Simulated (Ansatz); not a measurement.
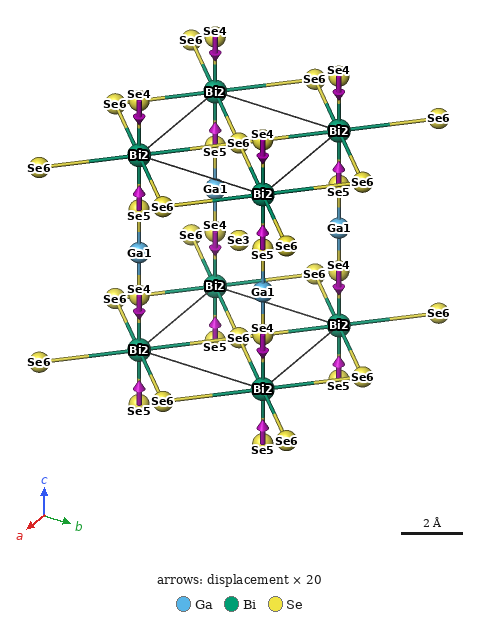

A relaxation of a crystal of GaBiSe₄ (a generated structure, set up in P4/mmm) (coarse preliminary run). The starting structure is drawn; purple arrows show the displacements (the part carried along by the change of the cell is left out), 20 times their true length.

Style: ball-and-stick. Shown: the cell of the calculation, from a free direction.

The calculation used Ansatz 0.2.0, DFT PBE, scalar-relativistic, plane waves, PAW.

Input file:
```yaml
crystal:
  lattice:
    - [4.81884686, 0.0, 0.0]
    - [0.0, 4.81884686, 0.0]
    - [0.0, 0.0, 7.54030141]
  atoms:
    - { symbol: Ga, position: [0.0, 0.0, 0.5] }
    - { symbol: Bi, position: [0.0, 0.0, 0.0] }
    - { symbol: Se, position: [0.5, 0.5, 0.5] }
    - { symbol: Se, position: [0.0, 0.0, 0.28020343] }
    - { symbol: Se, position: [0.0, 0.0, 0.71979657] }
    - { symbol: Se, position: [0.5, 0.5, 0.0] }
basis:
  ecutwfc: 420
kpoints:
  mp_grid: { grid: [4, 4, 2] }
hamiltonian:
  xc: pbe
scf:
  occupations: { method: gaussian, width: 0.1 }
  lower_state_search: "off"
output:
  forces: true
  stress: true
  eigenvalues: true
relax:
  adjacent_minimum: "off"
  f_tol: 0.04
  max_steps: 70
  cell: { stress_tol: 0.4 }
```

Launched with:
```bash
ansatz run input.yaml --threads 1 --pin off --max-ram 2560MiB --backend cpu --events-out ev --progress --plain --runs-dir out
```

**What happened in the run?**

Over 14 accepted moves (16 points after the start) the energy falls by 3459 meV per atom. Largest force component: 18 eV/Å at the start, 0.013 eV/Å at the end. Pressure: 44.85 GPa at the start and −0.02 GPa at the end. The SCF was repeated twice at an unchanged geometry on a basis and grid sized afresh for the cell, which shifted the energy by 61.9 meV per atom at most. The largest moves relative to the cell, 0.048 Å, are those of Se4 and Se5. Se5 goes along +c. Ga and Bi stay in place. Cell: a = b 4.819 → 4.027 Å (−16.4 %), c 7.540 → 10.655 Å (+41.3 %). Volume −1.3 %. Near-neighbour distances that change, for instance: Se4–Se5 3.315 → 4.780 Å, Bi2–Se4 2.113 → 2.937 Å, Ga1–Se4 1.657 → 2.390 Å, Bi2–Se6 3.407 → 2.847 Å. The space group stays P4/mmm (No. 123).

Limits of the set-up: the k-point mesh is coarse for a cell with partly filled bands.
